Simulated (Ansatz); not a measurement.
# A workflow on CH3BSSe (SMILES B[SeH].[C-]#[S+])

Aim: a series of 70 runs (revPBE0-D3(BJ)-ATM/def2-TZVP, PBE-D4/def2-TZVP, HF/def2-TZVP, PBE0/def2-TZVP, LC-wPBE/def2-TZVP, HSE06-D3(BJ)-ATM/def2-TZVP, PBE-D3(BJ)/def2-TZVP, RPA@PBE/def2-TZVP, and more) of CH3BSSe and its partners. 

The results are computed with Ansatz 0.2.0.

## Step 1: Starting point

The species is CH3BSSe (7 atoms), meant as a singlet with charge 0. As SMILES, `B[SeH].[C-]#[S+]`. Geometry: a GFN2-xTB relaxation, a rough one for these elements and not checked as a minimum.

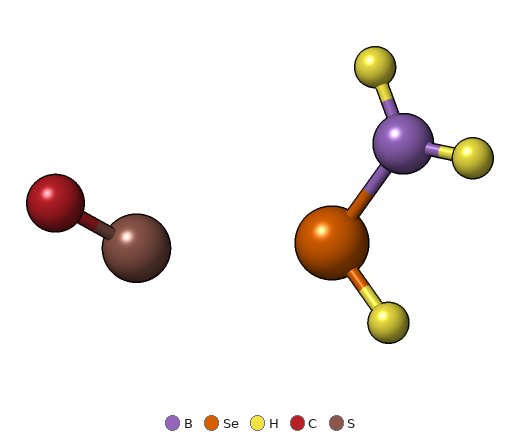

Viewed from a chosen angle; boron purple, selenium orange, hydrogen yellow, carbon red, sulfur brown.

## Step 2: A single-point energy at revPBE0-D3(BJ)-ATM/def2-TZVP (run 1)

File molecule.yaml:

```yaml
crystal:
  periodic: [false, false, false]
  atoms:
    - {symbol: B, position_ang: [-0.973400, -0.938130, -0.977000]}
    - {symbol: Se, position_ang: [0.073370, 0.542660, -1.421660]}
    - {symbol: H, position_ang: [-2.110510, -0.821920, -0.746670]}
    - {symbol: H, position_ang: [-0.439560, -1.976030, -0.935050]}
    - {symbol: H, position_ang: [-0.921090, 1.591580, -1.362860]}
    - {symbol: C, position_ang: [2.628990, 0.563940, 3.292690]}
    - {symbol: S, position_ang: [1.742210, 1.037900, 2.150550]}
basis:
  gaussian:
    orbitals: def2-TZVP
hamiltonian:
  xc: {name: revPBE0}
  dispersion: d3bjatm
```

Command:

```sh
$ ansatz run molecule.yaml --threads 1 --pin off --max-ram 2610MiB --events-out events.jsonl --progress --plain --runs-dir runs
```

Log:

```text
Warning: RAYON_NUM_THREADS=1 ignored (pool sized by the plan → 1); use --threads N
Functional definition: revPBE0
  name "revPBE0"
  parameter a = 0.25
  parameter kappa = 1.245
  parameter beta = 0.06672455060314922
  exchange = (1 - a)*pbe_x(kappa = kappa, mu = beta*pi^2/3) + a*exact_x
  correlation = pbe_c(beta = beta)
1164 factors; their error is unknown
mean field evaluation 1: about -77932.8657 eV, gradient 4.5e1 eV
mean field evaluation 2: about -77921.3178 eV, gradient 7.4e1 eV
mean field evaluation 4: about -77938.2487 eV, gradient 6.3e0 eV
mean field evaluation 8: about -77938.3590 eV, gradient 1.0e-1 eV
mean field evaluation 16: about -77938.7977 eV, gradient 1.8e-4 eV
mean field -77938.79766403 eV, -2864.1979853386 hartree, gradient 3.9e-5 eV, S^2 0.000000; 0 other end points of the search recorded, 0 dependent functions left out
reference -77938.79770668 eV, -2864.1979869060 hartree; 32, 32 occupied and 133, 133 virtual orbitals, 1164 factors
Total energy: -77939.07167628 eV, -2864.2080551030 hartree
```

Run time: 5.1 s. Hardware: 1 thread of Intel Xeon at 2.70GHz, shared host; peak memory 0.31 GiB.

## Step 3: BH3Se: a single-point energy at revPBE0-D3(BJ)-ATM/def2-TZVP (run 2)

File job.yaml:

```yaml
crystal:
  periodic: [false, false, false]
  atoms:
    - {symbol: B, position_ang: [-0.973400, -0.938130, -0.977000]}
    - {symbol: Se, position_ang: [0.073370, 0.542660, -1.421660]}
    - {symbol: H, position_ang: [-2.110510, -0.821920, -0.746670]}
    - {symbol: H, position_ang: [-0.439560, -1.976030, -0.935050]}
    - {symbol: H, position_ang: [-0.921090, 1.591580, -1.362860]}
basis:
  gaussian: {orbitals: def2-TZVP}
total_charge: 0
hamiltonian: {xc: {name: revPBE0}, dispersion: d3bjatm}
```

Command:

```sh
$ ansatz run job.yaml --threads 1 --pin off --max-ram 2610MiB --events-out events.jsonl --progress --plain --runs-dir runs
```

Log (excerpt; [...] marks lines left out):

```text
Warning: RAYON_NUM_THREADS=1 ignored (pool sized by the plan → 1); use --threads N
[... 7 set-up lines as earlier in the session ...]
713 factors; their error is unknown
mean field evaluation 1: about -66067.9499 eV, gradient 2.6e1 eV
mean field evaluation 2: about -66067.2406 eV, gradient 3.0e1 eV
mean field evaluation 4: about -66070.0523 eV, gradient 1.0e0 eV
mean field evaluation 8: about -66070.4651 eV, gradient 5.2e-2 eV
mean field -66070.46512835 eV, -2428.0448092971 hartree, gradient 3.2e-5 eV, S^2 0.000000; 0 other end points of the search recorded, 0 dependent functions left out
reference -66070.46516069 eV, -2428.0448104857 hartree; 21, 21 occupied and 76, 76 virtual orbitals, 713 factors
Total energy: -66070.62413011 eV, -2428.0506525039 hartree
```

Wall time 1.6 s (1 thread of Intel Xeon at 2.70GHz, shared host); peak memory 0.16 GiB.

Run 3 isn't shown in full; the table further down has it.

## Step 4: CS: a single-point energy at revPBE0-D3(BJ)-ATM/def2-TZVP (run 4)

File in.yaml:

```yaml
crystal:
  periodic: [false, false, false]
  atoms:
    - {symbol: C, position_ang: [2.628990, 0.563940, 3.292690]}
    - {symbol: S, position_ang: [1.742210, 1.037900, 2.150550]}
basis:
  gaussian: {orbitals: def2-TZVP}
hamiltonian: {xc: {name: revPBE0}, dispersion: d3bjatm}
```

Command:

```sh
$ ansatz run in.yaml --threads 1 --pin off --max-ram 2610MiB --events-out events.jsonl --progress --plain --runs-dir runs
```

Log (excerpt; [...] marks lines left out):

```text
Warning: RAYON_NUM_THREADS=1 ignored (pool sized by the plan → 1); use --threads N
[... 7 set-up lines as earlier in the session ...]
451 factors; their error is unknown
mean field evaluation 1: about -11864.9850 eV, gradient 3.6e1 eV
mean field evaluation 2: about -11854.9143 eV, gradient 6.5e1 eV
mean field evaluation 4: about -11868.3120 eV, gradient 1.4e0 eV
mean field evaluation 8: about -11868.3154 eV, gradient 1.1e-2 eV
mean field evaluation 16: about -11868.3423 eV, gradient 2.9e-5 eV
mean field -11868.34234682 eV, -436.1535365943 hartree, gradient 2.9e-5 eV, S^2 0.000000; 0 other end points of the search recorded, 0 dependent functions left out
reference -11868.34236911 eV, -436.1535374133 hartree; 11, 11 occupied and 57, 57 virtual orbitals, 451 factors
Total energy: -11868.40224714 eV, -436.1557378904 hartree
```

Run time: 0.53 s. Hardware: 1 thread of Intel Xeon at 2.70GHz, shared host.

Runs 5 to 69 aren't shown in full; the table further down has their settings and results.

## Step 5: CS among ghost functions: a single-point energy at SVWN5/pcseg-1 (with ghost functions) (run 70)

File input.yaml:

```yaml
crystal:
  periodic: [false, false, false]
  atoms:
    - {symbol: C, position_ang: [2.628990, 0.563940, 3.292690]}
    - {symbol: S, position_ang: [1.742210, 1.037900, 2.150550]}
basis:
  gaussian:
    orbitals: pcseg-1.json
    ghost_atoms: [{symbol: B, position_ang: [-0.973400, -0.938130, -0.977000]}, {symbol: Se, position_ang: [0.073370, 0.542660, -1.421660]}, {symbol: H, position_ang: [-2.110510, -0.821920, -0.746670]}, {symbol: H, position_ang: [-0.439560, -1.976030, -0.935050]}, {symbol: H, position_ang: [-0.921090, 1.591580, -1.362860]}]
hamiltonian:
  xc: {name: SVWN5}
```

The basis set pcseg-1 is read from a file made from the Basis Set Exchange's data (not shown).

Command:

```sh
$ ansatz run input.yaml --threads 1 --pin off --max-ram 2610MiB --events-out events.jsonl --progress --plain --runs-dir runs
```

Log:

```text
Warning: RAYON_NUM_THREADS=1 ignored (pool sized by the plan → 1); use --threads N
Functional definition: SVWN5
  name "SVWN5"
  exchange = slater_x
  correlation = vwn5_c
864 factors; their error is unknown
mean field evaluation 1: about -11816.0913 eV, gradient 5.0e1 eV
mean field evaluation 2: about -11787.5536 eV, gradient 9.6e1 eV
mean field evaluation 4: about -11822.4329 eV, gradient 4.1e0 eV
mean field evaluation 8: about -11822.4767 eV, gradient 7.9e-2 eV
mean field -11822.47670480 eV, -434.4680053387 hartree, gradient 6.1e-5 eV, S^2 0.000000; 0 other end points of the search recorded, 0 dependent functions left out
reference -11822.47672891 eV, -434.4680062251 hartree; 11, 11 occupied and 77, 77 virtual orbitals, 864 factors
Total energy: -11822.47672891 eV, -434.4680062251 hartree
```

Run time: 1.3 s. Hardware: 1 thread of Intel Xeon at 2.70GHz, shared host.

## Step 6: All runs side by side

```csv
run,level,fragment atoms,contact,partner,energy (Eh),wall time
1,revPBE0-D3(BJ)-ATM/def2-TZVP,–,–,base,-2864.208055,5.1 s
2,revPBE0-D3(BJ)-ATM/def2-TZVP,"(1, 2, 3, 4, 5)",base,fragment,-2428.050653,1.6 s
3,revPBE0-D3(BJ)-ATM/def2-TZVP (with ghost functions),"(1, 2, 3, 4, 5)",base,fragment with ghosts,-2428.050693,3.3 s
4,revPBE0-D3(BJ)-ATM/def2-TZVP,"(6, 7)",base,fragment,-436.155738,0.53 s
5,revPBE0-D3(BJ)-ATM/def2-TZVP (with ghost functions),"(6, 7)",base,fragment with ghosts,-436.155780,2.7 s
6,PBE-D4/def2-TZVP,–,–,base,-2863.827543,2.5 s
7,PBE-D4/def2-TZVP,"(1, 2, 3, 4, 5)",base,fragment,-2427.804435,1.3 s
8,PBE-D4/def2-TZVP (with ghost functions),"(1, 2, 3, 4, 5)",base,fragment with ghosts,-2427.804478,2.4 s
9,PBE-D4/def2-TZVP,"(6, 7)",base,fragment,-436.021290,0.49 s
10,PBE-D4/def2-TZVP (with ghost functions),"(6, 7)",base,fragment with ghosts,-436.021343,2.8 s
11,HF/def2-TZVP,–,–,base,-2861.636633,4.8 s
12,HF/def2-TZVP,"(1, 2, 3, 4, 5)",base,fragment,-2426.287498,0.88 s
13,HF/def2-TZVP (with ghost functions),"(1, 2, 3, 4, 5)",base,fragment with ghosts,-2426.287546,2.7 s
14,HF/def2-TZVP,"(6, 7)",base,fragment,-435.349833,0.59 s
15,HF/def2-TZVP (with ghost functions),"(6, 7)",base,fragment with ghosts,-435.349879,1.5 s
16,PBE0/def2-TZVP,–,–,base,-2863.937305,5.1 s
17,PBE0/def2-TZVP,"(1, 2, 3, 4, 5)",base,fragment,-2427.889800,1.4 s
18,PBE0/def2-TZVP (with ghost functions),"(1, 2, 3, 4, 5)",base,fragment with ghosts,-2427.889841,3.3 s
19,PBE0/def2-TZVP,"(6, 7)",base,fragment,-436.047074,0.57 s
20,PBE0/def2-TZVP (with ghost functions),"(6, 7)",base,fragment with ghosts,-436.047116,3.3 s
21,LC-wPBE/def2-TZVP,–,–,base,-2863.941796,6 s
22,LC-wPBE/def2-TZVP,"(1, 2, 3, 4, 5)",base,fragment,-2427.863799,1.8 s
23,LC-wPBE/def2-TZVP (with ghost functions),"(1, 2, 3, 4, 5)",base,fragment with ghosts,-2427.863844,4.2 s
24,LC-wPBE/def2-TZVP,"(6, 7)",base,fragment,-436.077921,1.2 s
25,LC-wPBE/def2-TZVP (with ghost functions),"(6, 7)",base,fragment with ghosts,-436.077970,3.9 s
26,HSE06-D3(BJ)-ATM/def2-TZVP,–,–,base,-2863.932626,6.3 s
27,HSE06-D3(BJ)-ATM/def2-TZVP,"(1, 2, 3, 4, 5)",base,fragment,-2427.892250,1.7 s
28,HSE06-D3(BJ)-ATM/def2-TZVP (with ghost functions),"(1, 2, 3, 4, 5)",base,fragment with ghosts,-2427.892290,3.9 s
29,HSE06-D3(BJ)-ATM/def2-TZVP,"(6, 7)",base,fragment,-436.038509,0.59 s
30,HSE06-D3(BJ)-ATM/def2-TZVP (with ghost functions),"(6, 7)",base,fragment with ghosts,-436.038550,3.3 s
31,PBE-D3(BJ)/def2-TZVP,–,–,base,-2863.827742,3.6 s
32,PBE-D3(BJ)/def2-TZVP,"(1, 2, 3, 4, 5)",base,fragment,-2427.804688,1.2 s
33,PBE-D3(BJ)/def2-TZVP (with ghost functions),"(1, 2, 3, 4, 5)",base,fragment with ghosts,-2427.804731,3.9 s
34,PBE-D3(BJ)/def2-TZVP,"(6, 7)",base,fragment,-436.021338,0.67 s
35,PBE-D3(BJ)/def2-TZVP (with ghost functions),"(6, 7)",base,fragment with ghosts,-436.021391,3.6 s
36,RPA@PBE/def2-TZVP,–,–,base,-2862.704454,11 s
37,RPA@PBE/def2-TZVP,"(1, 2, 3, 4, 5)",base,fragment,-2426.879504,3.9 s
38,RPA@PBE/def2-TZVP (with ghost functions),"(1, 2, 3, 4, 5)",base,fragment with ghosts,-2426.879763,8.1 s
39,RPA@PBE/def2-TZVP,"(6, 7)",base,fragment,-435.824476,1.2 s
40,RPA@PBE/def2-TZVP (with ghost functions),"(6, 7)",base,fragment with ghosts,-435.824649,8.7 s
41,PBE-rVV10/def2-TZVP,–,–,base,refused,0.04 s
42,PBE-rVV10/def2-TZVP,"(1, 2, 3, 4, 5)",base,fragment,refused,0.02 s
43,PBE-rVV10/def2-TZVP (with ghost functions),"(1, 2, 3, 4, 5)",base,fragment with ghosts,refused,0.04 s
44,PBE-rVV10/def2-TZVP,"(6, 7)",base,fragment,refused,0.04 s
45,PBE-rVV10/def2-TZVP (with ghost functions),"(6, 7)",base,fragment with ghosts,refused,0.02 s
46,BLYP-D4/def2-TZVP,–,–,base,-2864.477466,4.8 s
47,BLYP-D4/def2-TZVP,"(1, 2, 3, 4, 5)",base,fragment,-2428.236633,1.9 s
48,BLYP-D4/def2-TZVP (with ghost functions),"(1, 2, 3, 4, 5)",base,fragment with ghosts,-2428.236681,2.7 s
49,BLYP-D4/def2-TZVP,"(6, 7)",base,fragment,-436.239302,0.45 s
50,BLYP-D4/def2-TZVP (with ghost functions),"(6, 7)",base,fragment with ghosts,-436.239365,4.2 s
51,wB97X/def2-TZVP,–,–,base,-2864.462045,14 s
52,wB97X/def2-TZVP,"(1, 2, 3, 4, 5)",base,fragment,-2428.241765,5.4 s
53,wB97X/def2-TZVP (with ghost functions),"(1, 2, 3, 4, 5)",base,fragment with ghosts,-2428.241816,13 s
54,wB97X/def2-TZVP,"(6, 7)",base,fragment,-436.218776,1.5 s
55,wB97X/def2-TZVP (with ghost functions),"(6, 7)",base,fragment with ghosts,-436.218828,8.7 s
56,BLYP-D3(BJ)/pcseg-1,–,–,base,-2864.152689,1.7 s
57,BLYP-D3(BJ)/pcseg-1,"(1, 2, 3, 4, 5)",base,fragment,-2427.958399,1.2 s
58,BLYP-D3(BJ)/pcseg-1 (with ghost functions),"(1, 2, 3, 4, 5)",base,fragment with ghosts,-2427.958640,2.5 s
59,BLYP-D3(BJ)/pcseg-1,"(6, 7)",base,fragment,-436.192336,0.42 s
60,BLYP-D3(BJ)/pcseg-1 (with ghost functions),"(6, 7)",base,fragment with ghosts,-436.192451,1.8 s
61,HF/pcseg-1,–,–,base,-2861.240145,2.4 s
62,HF/pcseg-1,"(1, 2, 3, 4, 5)",base,fragment,-2425.959086,0.57 s
63,HF/pcseg-1 (with ghost functions),"(1, 2, 3, 4, 5)",base,fragment with ghosts,-2425.959332,1.1 s
64,HF/pcseg-1,"(6, 7)",base,fragment,-435.281363,0.16 s
65,HF/pcseg-1 (with ghost functions),"(6, 7)",base,fragment with ghosts,-435.281424,1.1 s
66,SVWN5/pcseg-1,–,–,base,-2858.684363,1.4 s
67,SVWN5/pcseg-1,"(1, 2, 3, 4, 5)",base,fragment,-2424.214264,0.65 s
68,SVWN5/pcseg-1 (with ghost functions),"(1, 2, 3, 4, 5)",base,fragment with ghosts,-2424.214452,1.2 s
69,SVWN5/pcseg-1,"(6, 7)",base,fragment,-434.467899,0.31 s
70,SVWN5/pcseg-1 (with ghost functions),"(6, 7)",base,fragment with ghosts,-434.468006,1.3 s
```

## Step 7: What came out

| quantity | value |
| --- | --- |
| CS among ghost functions, run 70: total energy | -434.46801 Eh |
| interaction energy of the rigid parts BH3Se and CS (parts in their own basis; closest atoms 3.97 Å apart), revPBE0-D3(BJ)-ATM/def2-TZVP | -0.045 eV |
| interaction energy of the rigid parts BH3Se and CS (parts in the whole basis, counterpoise; closest atoms 3.97 Å apart), PBE-D4/def2-TZVP | -0.047 eV |
| interaction energy of the rigid parts BH3Se and CS (parts in their own basis; closest atoms 3.97 Å apart), HF/def2-TZVP | 0.019 eV |
| interaction energy of the rigid parts BH3Se and CS (parts in the whole basis, counterpoise; closest atoms 3.97 Å apart), PBE0/def2-TZVP | -0.009 eV |
| interaction energy of the rigid parts BH3Se and CS (parts in the whole basis, counterpoise; closest atoms 3.97 Å apart), PBE-D3(BJ)/def2-TZVP | -0.044 eV |
| interaction energy of the rigid parts BH3Se and CS (parts in their own basis; closest atoms 3.97 Å apart), BLYP-D4/def2-TZVP | -0.042 eV |
| interaction energy of the rigid parts BH3Se and CS (parts in their own basis; closest atoms 3.97 Å apart), HF/pcseg-1 | 0.008 eV |
| interaction energy of the rigid parts BH3Se and CS (parts in their own basis; closest atoms 3.97 Å apart), SVWN5/pcseg-1 | -0.060 eV |

What this shows: At revPBE0-D3(BJ)-ATM/def2-TZVP: the interaction energy of the rigid parts BH3Se and CS (parts in their own basis; closest atoms 3.97 Å apart) is −0.05 eV (−1.0 kcal/mol): the parts attract. Without counterpoise this holds the superposition error of the basis. At PBE-D4/def2-TZVP: the interaction energy of the rigid parts BH3Se and CS (parts in the whole basis, counterpoise; closest atoms 3.97 Å apart) is −0.05 eV (−1.1 kcal/mol): the parts attract. At HF/def2-TZVP: the interaction energy of the rigid parts BH3Se and CS (parts in their own basis; closest atoms 3.97 Å apart) is 0.02 eV (1.8 kJ/mol). At PBE0/def2-TZVP: the interaction energy of the rigid parts BH3Se and CS (parts in the whole basis, counterpoise; closest atoms 3.97 Å apart) is −0.01 eV (−0.9 kJ/mol). At PBE-D3(BJ)/def2-TZVP: the interaction energy of the rigid parts BH3Se and CS (parts in the whole basis, counterpoise; closest atoms 3.97 Å apart) is −0.04 eV (−1.0 kcal/mol): the parts attract. At BLYP-D4/def2-TZVP: the interaction energy of the rigid parts BH3Se and CS (parts in their own basis; closest atoms 3.97 Å apart) is −0.04 eV (−1.0 kcal/mol): the parts attract. Totals of different functionals can't be ranked against each other. All runs together took 3.3 min, the longest 14 s. 5 of the 70 runs did not end normally.
